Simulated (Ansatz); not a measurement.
# Pt wire along [110], 19 atoms a period: bands along the axis

Aim: is the Pt wire along [110], 19 atoms a period a metal or a semiconductor?

Main program and level: Ansatz 0.2.0; DFT PBE, plane waves, PAW; relaxation of a wire's period; PAW set soft_1, in the first sound run; inputs show where later runs differ.

**1. The starting structure**

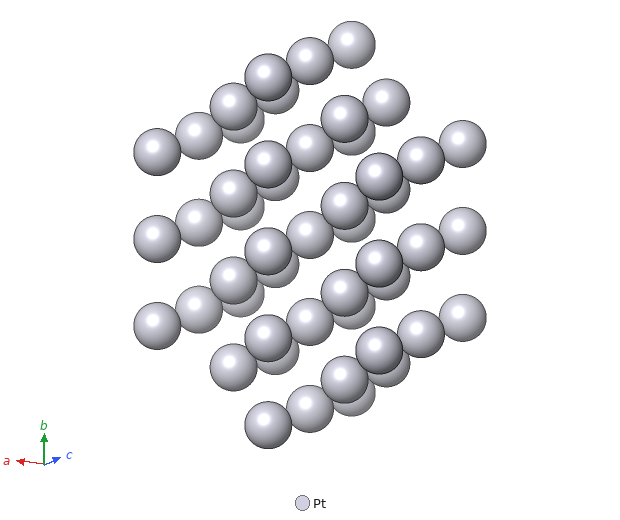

The cell as given, at a slant to the c axis (platinum light grey). 1×1×2 cells are drawn. Some periodic images of atoms are drawn too.

The cell holds 19 atoms: 19 Pt. Its edges and angles: a = 14.740 Å, b = 18.029 Å, c = 2.807 Å, α = 90.0°, β = 90.0°, γ = 90.0°. Vacuum lies along a and b. The structure's axis is c.

**2. Relaxing the period**

Band widths follow the bond lengths, so the wire is relaxed first. The atoms and the third cell vector are free; the box across stays fixed as vacuum. A Fermi-Dirac smearing is set since the result may be a metal. The pressure printed is a third of the stress's trace over the whole box, vacuum included; only the stress along the axis is relaxed.

input.yaml

```yaml
crystal:
  lattice:
    - [14.74, 0.0, 0.0]
    - [0.0, 18.029, 0.0]
    - [0.0, 0.0, 2.8072139213]
  atoms:
    - { symbol: Pt, position: [0.230664858, 0.655701468, 0.0] }
    - { symbol: Pt, position: [0.230664858, 0.499995998, 0.0] }
    - { symbol: Pt, position: [0.5, 0.655701468, 0.0] }
    - { symbol: Pt, position: [0.5, 0.499995998, 0.0] }
    - { symbol: Pt, position: [0.5, 0.811406938, 0.0] }
    - { symbol: Pt, position: [0.769335142, 0.655701468, 0.0] }
    - { symbol: Pt, position: [0.769335142, 0.499995998, 0.0] }
    - { symbol: Pt, position: [0.365332429, 0.266437792, 0.5] }
    - { symbol: Pt, position: [0.365332429, 0.422143263, 0.5] }
    - { symbol: Pt, position: [0.365332429, 0.577848733, 0.5] }
    - { symbol: Pt, position: [0.365332429, 0.733554203, 0.5] }
    - { symbol: Pt, position: [0.634667571, 0.266437792, 0.5] }
    - { symbol: Pt, position: [0.634667571, 0.422143263, 0.5] }
    - { symbol: Pt, position: [0.634667571, 0.577848733, 0.5] }
    - { symbol: Pt, position: [0.634667571, 0.733554203, 0.5] }
    - { symbol: Pt, position: [0.230664858, 0.344290528, 0.0] }
    - { symbol: Pt, position: [0.5, 0.344290528, 0.0] }
    - { symbol: Pt, position: [0.5, 0.188585057, 0.0] }
    - { symbol: Pt, position: [0.769335142, 0.344290528, 0.0] }
kpoints:
  mp_grid: { grid: [1, 1, 29] }
scf:
  occupations: { method: fermi_dirac, width: 0.05 }
hamiltonian:
  xc: pbe
  pseudopotentials: { kind: paw, azcp: { folder: soft_1 } }
relax:
  cell: { fix: [a, b, alpha, beta, gamma] }
  max_steps: 45
  f_tol: 0.03
```

The run is started by

```bash
> ansatz run input.yaml --threads 4 --pin off --max-ram 16384MiB --backend cpu --events-out ev --progress --plain --runs-dir out
```

Numbers of over 12 decimals in the logs are rounded to 6 here.

What it wrote:

```text
Engine: ansatz 0.2.0, aarch64-unknown-linux-gnu
Pseudopotentials: kind: paw
Pseudopotential: Pt, paw, valence charge 18, recommended cutoff 420 eV (normal), soft_1/Pt.paw.azcp
Functional definition: PBE
  parameter kappa = 0.804
  parameter beta = 0.066725
  exchange = pbe_x(kappa = kappa, mu = beta*pi^2/3)
  correlation = pbe_c(beta = beta)
Crystal: 19 atoms, lattice volume = 746.010 Å³
Basis set: ecut = 420 eV, 14621 PW (Γ), exchange–correlation on 200×250×40 points (8 copies of the dense FFT grid, shifted against one another)
Bands: 206, of which v1, the nominal top of the filled ones, is band 171 counted from 1 (170 counted from 0)
Symmetry: 8 space group operations
Space group: Pmmm (ITA 47), of the structure as read, at distance tolerance 9.1e-5 Å
k-points: 15 of 29
Non-local potential: Pt, projectors of the file, l = 0: 3, l = 1: 2, l = 2: 2, l = 3: 1
PAW form: soft (Blöchl's): semilocal exchange-correlation on the pseudo side does not see the compensation charge
PAW one-centre angular grid: Pt, 590 points (default); XC on 64 Gauss nodes
Initial density: superposition of atomic densities (neutral atoms: chi_scale 0, normalization atom)
Initial wavefunctions: pseudopotential atomic-orbital guess
Functional: x = pbe(κ = 0.804, μ = 0.219515), c = pbe(β = 0.066725)
SCF iter   1: F=—  HF=-237963.438180 eV  |F-HF|=—  |Δ(HF+E_count)|=         —  Δρ=5.57e-2  dr2=3.68e1  ethr=3.10e-3  ⟨swp⟩=6.4  Hψ=11026  notcnv=0  defer=173
preconditioner: auto → LDOS  [metal: Δε(μ)=0.013 eV  Ē_g=6.442 eV  σ=0.050 eV  W_gap=0.07  n_scr=152 (ndim 8)  ℏωp=18.7 eV  f_vac=0.512  D(μ)=38.65/eV (n_scr^D=368)  β→1.0]
SCF iter   2: F=—  HF=-237961.895356 eV  |F-HF|=—  |Δ(HF+E_count)|=    1.54e0  Δρ=4.15e-2  dr2=2.09e1  ethr=3.10e-3  ⟨swp⟩=3.0  Hψ=7907  notcnv=0  defer=274
SCF iter   3: F=—  HF=-237957.503265 eV  |F-HF|=—  |Δ(HF+E_count)|=    4.39e0  Δρ=1.30e-2  dr2=4.50e0  ethr=3.10e-3  ⟨swp⟩=2.0  Hψ=5979  notcnv=0  defer=307
SCF iter   4: F=—  HF=-237957.265317 eV  |F-HF|=—  |Δ(HF+E_count)|=   2.38e-1  Δρ=4.78e-3  dr2=9.34e-1  ethr=1.32e-3  ⟨swp⟩=2.0  Hψ=4788  notcnv=0  defer=292
SCF iter   5: F=—  HF=-237957.195474 eV  |F-HF|=—  |Δ(HF+E_count)|=   6.98e-2  Δρ=2.11e-3  dr2=9.01e-2  ethr=2.73e-4  ⟨swp⟩=2.0  Hψ=4409  notcnv=0  defer=292
SCF iter   6: F=—  HF=-237957.190280 eV  |F-HF|=—  |Δ(HF+E_count)|=   5.19e-3  Δρ=7.71e-4  dr2=8.67e-3  ethr=2.64e-5  ⟨swp⟩=2.0  Hψ=4357  notcnv=0  defer=292
SCF iter   7: F=—  HF=-237957.189865 eV  |F-HF|=—  |Δ(HF+E_count)|=   4.15e-4  Δρ=3.07e-4  dr2=1.31e-3  ethr=2.53e-6  ⟨swp⟩=2.1  Hψ=4376  notcnv=0  defer=281
SCF iter   8: F=—  HF=-237957.190141 eV  |F-HF|=—  |Δ(HF+E_count)|=   2.76e-4  Δρ=1.09e-4  dr2=3.17e-4  ethr=3.84e-7  ⟨swp⟩=2.1  Hψ=4165  notcnv=0  defer=281
SCF iter   9: F=—  HF=-237957.190114 eV  |F-HF|=—  |Δ(HF+E_count)|=   2.69e-5  Δρ=5.55e-5  dr2=6.09e-5  ethr=9.28e-8  ⟨swp⟩=2.1  Hψ=3407  notcnv=0  defer=281
SCF iter  10: F=—  HF=-237957.188186 eV  |F-HF|=—  |Δ(HF+E_count)|=   1.93e-3  Δρ=3.12e-5  dr2=1.99e-5  ethr=1.78e-8  ⟨swp⟩=1.9  Hψ=3373  notcnv=0  defer=281
SCF iter  11: F=—  HF=-237957.188186 eV  |F-HF|=—  |Δ(HF+E_count)|=   4.32e-7  Δρ=1.54e-5  dr2=5.18e-6  ethr=5.81e-9  ⟨swp⟩=1.2  Hψ=2947  notcnv=0  defer=281
SCF iter  12: F=—  HF=-237957.188186 eV  |F-HF|=—  |Δ(HF+E_count)|=   1.33e-7  Δρ=5.93e-6  dr2=8.54e-7  ethr=1.51e-9  ⟨swp⟩=1.7  Hψ=3011  notcnv=0  defer=281
SCF iter  13: F=—  HF=-237957.188186 eV  |F-HF|=—  |Δ(HF+E_count)|=  6.69e-10  Δρ=3.02e-6  dr2=1.52e-7  ethr=2.50e-10  ⟨swp⟩=2.0  Hψ=4075  notcnv=0  defer=281
SCF iter  14: F=-237957.188186 eV  HF=-237957.188186 eV  |F-HF|=2.68e-8  |Δ(HF+E_count)|=  5.53e-10  Δρ=1.39e-6  dr2=3.06e-8  ethr=2.92e-11  ⟨swp⟩=4.0  Hψ=9508  notcnv=0
SCF 1 converged in 14 iterations: F = -237957.188186 eV  dr2 = 3.06e-8
  greatest PAW one-centre occupation: 1.000 electrons in one spin orbital (limit 2), on the Pt atom at site 3 (counted from 0), in its partial waves of l = 0
relax step   1: F+E_penalty+E_count = -237957.18818593 eV  Δ(F+E_penalty+E_count) = +0.000e0 eV  max|allowed force component| = 1.080e0 eV/Å  Δτ_max = 0.0000 Å  P = -4.222 GPa  Ω = 746.010 Å³  fix = [a, b, alpha, beta, gamma]  reactions: a -3.004, b -3.191 GPa  (14 SCF iters, dr2 threshold 1.00e-7 eV, accepted)
Crystal: 19 atoms, lattice volume = 709.545 Å³
Basis set: ecut = 420 eV, 13933 PW (Γ), exchange–correlation on 200×250×40 points (8 copies of the dense FFT grid, shifted against one another)
Initial density: handed on by an earlier stage of this run
Initial wavefunctions: those handed on with the density
iter 1 solved again at ethr=5.03e-4 eV; its pass at ethr=3.10e-3 eV (dr2=1.72e0 eV) is discarded
SCF iter   1: F=—  HF=-237958.268024 eV  |F-HF|=—  |Δ(HF+E_count)|=         —  Δρ=1.38e-2  dr2=1.72e0  ethr=5.03e-4  ⟨swp⟩=3.5  Hψ=15702  notcnv=0
preconditioner: auto → LDOS  [metal: Δε(μ)=0.005 eV  Ē_g=7.143 eV  σ=0.050 eV  W_gap=0.02  n_scr=128 (ndim 8)  ℏωp=19.2 eV  f_vac=0.521  D(μ)=34.08/eV (n_scr^D=314)  β→1.0]
SCF iter   2: F=—  HF=-237958.154989 eV  |F-HF|=—  |Δ(HF+E_count)|=   1.13e-1  Δρ=7.00e-3  dr2=5.99e-1  ethr=5.03e-4  ⟨swp⟩=3.6  Hψ=5766  notcnv=0  defer=2
SCF iter   3: F=—  HF=-237958.065172 eV  |F-HF|=—  |Δ(HF+E_count)|=   8.98e-2  Δρ=3.08e-3  dr2=1.43e-1  ethr=1.75e-4  ⟨swp⟩=2.7  Hψ=5123  notcnv=0  defer=30
SCF iter   4: F=—  HF=-237958.051275 eV  |F-HF|=—  |Δ(HF+E_count)|=   1.39e-2  Δρ=1.38e-3  dr2=3.25e-2  ethr=4.17e-5  ⟨swp⟩=2.0  Hψ=4605  notcnv=0  defer=54
SCF iter   5: F=—  HF=-237958.048091 eV  |F-HF|=—  |Δ(HF+E_count)|=   3.18e-3  Δρ=4.96e-4  dr2=3.72e-3  ethr=9.52e-6  ⟨swp⟩=2.1  Hψ=4778  notcnv=0  defer=55
SCF iter   6: F=—  HF=-237958.047757 eV  |F-HF|=—  |Δ(HF+E_count)|=   3.34e-4  Δρ=1.52e-4  dr2=3.96e-4  ethr=1.09e-6  ⟨swp⟩=2.1  Hψ=4647  notcnv=0  defer=63
SCF iter   7: F=—  HF=-237958.045758 eV  |F-HF|=—  |Δ(HF+E_count)|=   2.00e-3  Δρ=6.77e-5  dr2=1.12e-4  ethr=1.16e-7  ⟨swp⟩=2.1  Hψ=4573  notcnv=0  defer=87
SCF iter   8: F=—  HF=-237958.045760 eV  |F-HF|=—  |Δ(HF+E_count)|=   2.10e-6  Δρ=3.23e-5  dr2=2.67e-5  ethr=3.28e-8  ⟨swp⟩=1.5  Hψ=3138  notcnv=0  defer=87
SCF iter   9: F=—  HF=-237958.045760 eV  |F-HF|=—  |Δ(HF+E_count)|=   2.71e-7  Δρ=1.28e-5  dr2=3.07e-6  ethr=7.81e-9  ⟨swp⟩=1.7  Hψ=3579  notcnv=0  defer=87
SCF iter  10: F=-237958.045760 eV  HF=-237958.045760 eV  |F-HF|=4.08e-7  |Δ(HF+E_count)|=   6.57e-8  Δρ=5.59e-6  dr2=4.87e-7  ethr=5.56e-10  ⟨swp⟩=4.1  Hψ=9251  notcnv=0
SCF 2 converged in 10 iterations: F = -237958.045760 eV  dr2 = 4.87e-7
[...]
relax step   5: F+E_penalty+E_count = -237958.34552085 eV  Δ(F+E_penalty+E_count) = +4.998e-4 eV  max|allowed force component| = 1.402e-1 eV/Å  Δτ_max = 0.0579 Å  P = +0.084 GPa  Ω = 716.197 Å³  energy of the carried Pulay correction = +5.381e-3 eV  fix = [a, b, alpha, beta, gamma]  (10 SCF iters, dr2 threshold 3.21e-7 eV, rejected (line search))
[...]
relax step   6: F+E_penalty+E_count = -237958.35175849 eV  Δ(F+E_penalty+E_count) = -5.738e-3 eV  max|allowed force component| = 4.586e-2 eV/Å  Δτ_max = 0.0290 Å  P = -0.029 GPa  Ω = 716.302 Å³  energy of the carried Pulay correction = +5.362e-3 eV  fix = [a, b, alpha, beta, gamma]  reactions: a +0.007, b -0.093 GPa  (13 SCF iters, accepted)
[...]
relax step   7: F+E_penalty+E_count = -237958.35346096 eV  Δ(F+E_penalty+E_count) = -1.702e-3 eV  max|allowed force component| = 1.914e-2 eV/Å  Δτ_max = 0.0230 Å  P = -0.017 GPa  Ω = 716.208 Å³  energy of the carried Pulay correction = +5.379e-3 eV  fix = [a, b, alpha, beta, gamma]  reactions: a -0.049, b +0.003 GPa  (9 SCF iters, dr2 threshold 1.31e-7 eV, accepted)
Initial wavefunctions: pseudopotential atomic-orbital guess (no wavefunctions were taken with the density)
iter 1 solved again at ethr=6.86e-7 eV; its pass at ethr=3.10e-3 eV (dr2=2.35e-3 eV) is discarded
SCF iter   1: F=—  HF=-237958.347335 eV  |F-HF|=—  |Δ(HF+E_count)|=         —  Δρ=1.01e-4  dr2=1.26e-5  ethr=6.86e-7  ⟨swp⟩=5.1  Hψ=22438  notcnv=0  defer=1
preconditioner: auto → LDOS  [metal: Δε(μ)=0.003 eV  Ē_g=6.975 eV  σ=0.050 eV  W_gap=0.01  n_scr=136 (ndim 8)  ℏωp=19.1 eV  f_vac=0.514  D(μ)=33.31/eV (n_scr^D=294)  β→1.0]
SCF iter   2: F=—  HF=-237958.346213 eV  |F-HF|=—  |Δ(HF+E_count)|=   1.12e-3  Δρ=2.81e-5  dr2=3.39e-6  ethr=3.68e-9  ⟨swp⟩=3.0  Hψ=7065  notcnv=0  defer=1
SCF iter   3: F=—  HF=-237958.346212 eV  |F-HF|=—  |Δ(HF+E_count)|=   1.04e-6  Δρ=8.48e-6  dr2=5.74e-7  ethr=9.90e-10  ⟨swp⟩=2.1  Hψ=5607  notcnv=0  defer=1
SCF iter   4: F=—  HF=-237958.346212 eV  |F-HF|=—  |Δ(HF+E_count)|=   1.36e-7  Δρ=2.18e-6  dr2=5.36e-8  ethr=1.68e-10  ⟨swp⟩=3.3  Hψ=6642  notcnv=0  defer=1
SCF iter   5: F=—  HF=-237958.346212 eV  |F-HF|=—  |Δ(HF+E_count)|=   6.87e-9  Δρ=7.53e-7  dr2=5.28e-9  ethr=1.57e-11  ⟨swp⟩=2.0  Hψ=4842  notcnv=0  defer=1
SCF iter   6: F=—  HF=-237958.346212 eV  |F-HF|=—  |Δ(HF+E_count)|=  4.07e-10  Δρ=3.92e-7  dr2=2.45e-9  ethr=1.54e-12  ⟨swp⟩=2.2  Hψ=4557  notcnv=0  defer=1
SCF iter   7: F=—  HF=-237958.346212 eV  |F-HF|=—  |Δ(HF+E_count)|=  5.82e-11  Δρ=2.06e-7  dr2=6.67e-10  ethr=1.00e-12  ⟨swp⟩=2.0  Hψ=4334  notcnv=0  defer=1
SCF iter   8: F=—  HF=-237958.346212 eV  |F-HF|=—  |Δ(HF+E_count)|=  1.46e-10  Δρ=1.02e-7  dr2=1.91e-10  ethr=1.00e-12  ⟨swp⟩=5.0  Hψ=9642  notcnv=0
SCF iter   9: F=-237958.346212 eV  HF=-237958.346212 eV  |F-HF|=1.46e-10  |Δ(HF+E_count)|=  4.07e-10  Δρ=3.20e-8  dr2=1.68e-11  ethr=1.00e-12  ⟨swp⟩=4.0  Hψ=8202  notcnv=0
SCF 8 converged in 9 iterations: F = -237958.346212 eV  dr2 = 1.68e-11
relax step   8: F+E_penalty+E_count = -237958.34621225 eV  Δ(F+E_penalty+E_count) = +7.249e-3 eV  max|allowed force component| = 1.921e-2 eV/Å  Δτ_max = 0.0000 Å  P = -0.007 GPa  Ω = 716.208 Å³  fix = [a, b, alpha, beta, gamma]  reactions: a -0.043, b +0.010 GPa  stress off target by 1.29e-2 GPa on what of the cell is left free  SCF on the basis re-selected at this cell (its energy is not comparable with the rows above)  (9 SCF iters)
basis re-selected at this cell: Δ(F+E_penalty+E_count) = +7.249e-3 eV, ΔP = +0.010 GPa vs the last step (what re-selecting the basis moved, of the pressure what is left beyond the Pulay correction that the steps carried, after the strain that the cell walked since its last selection, with what the two solves' SCF thresholds leave and, on support functions, any second-order correction that the steps lacked; it is no m [...]
SCF converged after 9 iterations
Free energy (F): -237958.346212 eV
Harris-Foulkes:  -237958.346212 eV  (|F-HF|=1.46e-10)
Internal energy: -237958.067982 eV  (E = F + TS)
E sigma→0 (E₀):  -237958.207097 eV
Entropy (-TS):   -0.278230 eV (-14.644 meV/atom)
Fermi energy:    5.978077 eV
--- Per-component energies (eV) ---
  E_band       = -8235.872073
  E_kinetic    = 11331.634595
  E_local      = -257432.658608  (includes V_loc(G=0)·N_el)
  E_nonlocal   = 3877.417975
  E_hartree    = 122580.100617
  E_xc         = -4398.410447
  E_vxc        = -5133.535612  (∫ρ·V_xc dr)
  E_paw        = -180196.020785  (= ΣΔE_a)
  E_vpaw       = -6038.954337  (= ΣTr[D̂ρ^β])
  E_aug_tail   = 0.021501  (compensation charges beyond the density's cutoff)
  E_ewald      = 66279.847169
  E_smearing   = -0.278230  (= −TS)
  E_closure    = 0.000000  (closes the sum)
  Σ components = -237958.346212   (vs F -237958.346212, Δ=0.00e0)
--- Forces (eV/Å), atoms counted from 1 ---
  atom   1  Pt     0.00770750    -0.01004372     0.00000000
  atom   2  Pt    -0.00181826     0.00000000     0.00000000
  atom   3  Pt     0.00000000    -0.01088137     0.00000000
  atom   4  Pt     0.00000000     0.00000000     0.00000000
  atom   5  Pt     0.00000000     0.01527321     0.00000000
  atom   6  Pt    -0.00770750    -0.01004372     0.00000000
  atom   7  Pt     0.00181826     0.00000000     0.00000000
  atom   8  Pt    -0.00096535    -0.00455858     0.00000000
  atom   9  Pt    -0.00674729     0.01920648     0.00000000
  atom  10  Pt    -0.00674729    -0.01920648     0.00000000
  atom  11  Pt    -0.00096535     0.00455858     0.00000000
  atom  12  Pt     0.00096535    -0.00455858     0.00000000
  atom  13  Pt     0.00674729     0.01920648     0.00000000
  atom  14  Pt     0.00674729    -0.01920648     0.00000000
  atom  15  Pt     0.00096535     0.00455858     0.00000000
  atom  16  Pt     0.00770750     0.01004372     0.00000000
  atom  17  Pt     0.00000000     0.01088137     0.00000000
  atom  18  Pt    -0.00000000    -0.01527321     0.00000000
  atom  19  Pt    -0.00770750     0.01004372     0.00000000
  max |Σ_I F_I| component: 8.67e-19 eV/Å
--- Stress (GPa, compression-positive) ---
       -0.042747       0.000000       0.000000
        0.000000       0.009808       0.000000
        0.000000       0.000000       0.012861
  P = ⅓ Tr σ = -0.0067 GPa (-0.067 kbar)
--- Relaxed structure (7 steps of the walk, 6 accepted, 1 SCFs on fresh bases) ---
  F+E_penalty+E_count = -237958.34621225 eV   max|allowed force component| = 1.921e-2 eV/Å   (the final SCF, on the basis selected at the relaxed cell)
  cell:  # Å, volume = 716.2084 Å³
    - [14.74, 0.0, 0.0]
    - [0.0, 18.029, 0.0]
    - [0.0, 0.0, 2.695071]
  atoms:
    - { symbol: Pt, position: [0.232119, 0.652510, 0.0] }
    - { symbol: Pt, position: [0.224696, 0.500000, 0.0] }
    - { symbol: Pt, position: [0.5, 0.650520, 0.0] }
    - { symbol: Pt, position: [0.5, 0.500000, 0.0] }
    - { symbol: Pt, position: [0.5, 0.796143, 0.0] }
    - { symbol: Pt, position: [0.767881, 0.652510, 0.0] }
    - { symbol: Pt, position: [0.775304, 0.500000, 0.0] }
    - { symbol: Pt, position: [0.356803, 0.264590, 0.500000] }
    - { symbol: Pt, position: [0.362294, 0.423934, 0.500000] }
    - { symbol: Pt, position: [0.362294, 0.576066, 0.500000] }
    - { symbol: Pt, position: [0.356803, 0.735410, 0.500000] }
    - { symbol: Pt, position: [0.643197, 0.264590, 0.500000] }
    - { symbol: Pt, position: [0.637706, 0.423934, 0.500000] }
    - { symbol: Pt, position: [0.637706, 0.576066, 0.500000] }
    - { symbol: Pt, position: [0.643197, 0.735410, 0.500000] }
    - { symbol: Pt, position: [0.232119, 0.347490, 0.0] }
    - { symbol: Pt, position: [0.5, 0.349480, 0.0] }
    - { symbol: Pt, position: [0.5, 0.203857, 0.0] }
    - { symbol: Pt, position: [0.767881, 0.347490, 0.0] }
```

Wall time 9.2 min (4 threads of Arm Neoverse V1, shared host); peak memory 3.6 GiB.

[end of part 1 of 2]

[Logs are printed without paths, hosts, clocks, repeated set-up lines and the standing remarks that a program may print on its own settings, such as how far it seeks lower states.]

[Hosts, paths, dates, database ids (printed as entryN), source tags and the programs' standing remarks are cut or masked in the printed files.]
